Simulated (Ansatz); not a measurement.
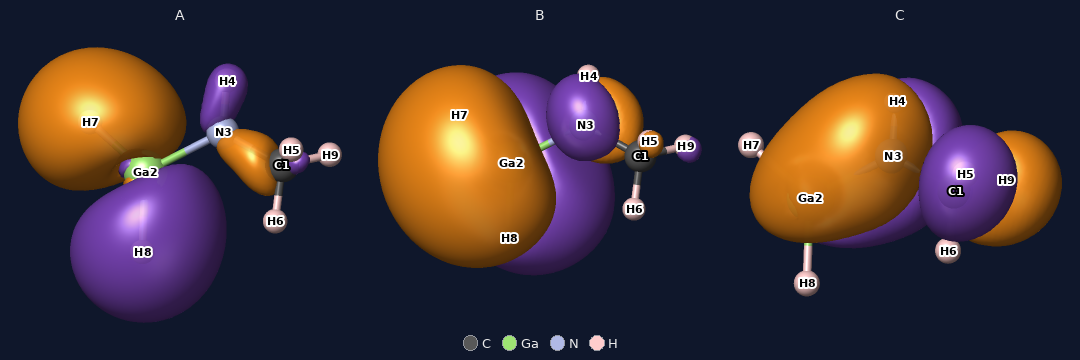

*CH$_{6}$GaN (SMILES C[NH][GaH2]). Three frontier orbitals at ±0.06 Å⁻³ᐟ² (orange and purple are the two phases), in no order.*

Geometry: B3LYP-D3(BJ)/def2-SVP.

Level of theory: isolated molecule in a Gaussian basis; Kohn-Sham density functional theory, functional PBE0 (Ansatz).

Input

```
crystal:
  periodic: [false, false, false]
  atoms:
    - {symbol: C, position_ang: [-0.822136, -1.410277, -0.492680]}
    - {symbol: Ga, position_ang: [0.742322, 1.093444, -0.512395]}
    - {symbol: N, position_ang: [-0.556857, -0.077002, 0.009101]}
    - {symbol: H, position_ang: [-1.199121, 0.204159, 0.745274]}
    - {symbol: H, position_ang: [-1.834549, -1.507181, -0.930284]}
    - {symbol: H, position_ang: [-0.101383, -1.665288, -1.285723]}
    - {symbol: H, position_ang: [0.769289, 2.470959, 0.229462]}
    - {symbol: H, position_ang: [1.697621, 0.598440, -1.649765]}
    - {symbol: H, position_ang: [-0.730686, -2.186613, 0.291420]}
basis:
  gaussian: {orbitals: def2-TZVPD}
magnetization: {spin_polarized: false, initial_magnetization: 0}
hamiltonian: {xc: pbe0}
output: {forces: true, orbitals: {seedname: orbitals}}
```

Command:

```sh
ansatz run input.yaml --threads 2 --pin off --max-ram 4350MiB --events-out events.jsonl --progress --plain --runs-dir runs
```

Q: Order the three orbitals by energy and name them.

A: A is the HOMO−1 (−8.48 eV). By Hirshfeld shares it lies mainly on Ga2 (about 40 %), H7 (about 30 %) and H8 (about 30 %). C is the HOMO (−6.73 eV). By Hirshfeld shares it lies mainly on N3 (about 60 %), Ga2 (about 15 %) and C1 (about 10 %). B is the LUMO (−0.80 eV). Its weight (Hirshfeld) is mainly on Ga2 (about 75 %) and N3 (about 10 %).

Q: What is the HOMO–LUMO gap?

A: 5.93 eV between the orbital energies.
